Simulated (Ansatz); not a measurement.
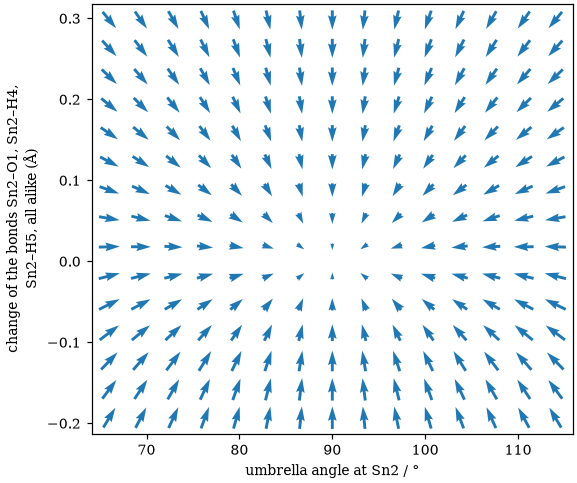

H₃OSn, SMILES [OH][SnH2+], charge +1. Coordinates scanned: (1) umbrella angle at Sn2 (between each of its bonds and their common axis; 90 is planar); (2) change of the bonds Sn2–O1, Sn2–H4, Sn2–H5, all alike. Nothing is relaxed (all other coordinates rigid). Grid: 15 × 15 points; 120 points were computed and 105 follow by symmetry. Points are written as (first, second). Computed with RKS PBE0-D4/def2-TZVP in Ansatz 0.2.0.

In the figure: arrows along the force (downhill), their lengths compressed.

Q: The arrows alone are given. Where is the energy lowest?

A: The arrows converge at about (90°, 0.000 Å) (read from the interpolated surface).

The energy map of the same scan:

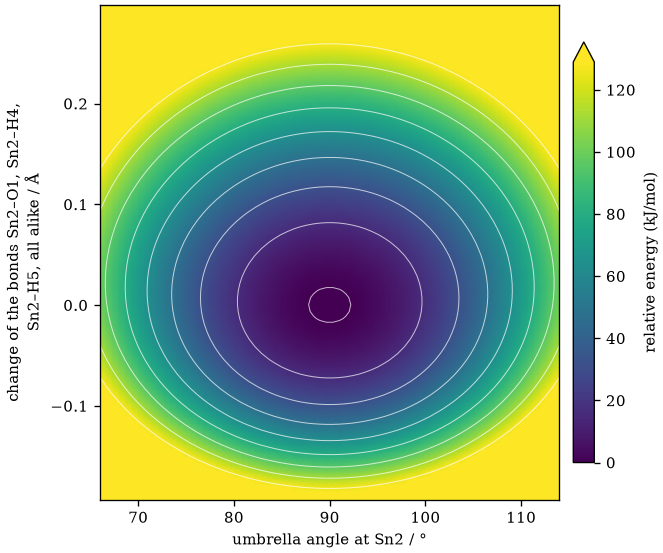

Energies are in kJ/mol, from the lowest grid point; between grid points the surface is interpolated.
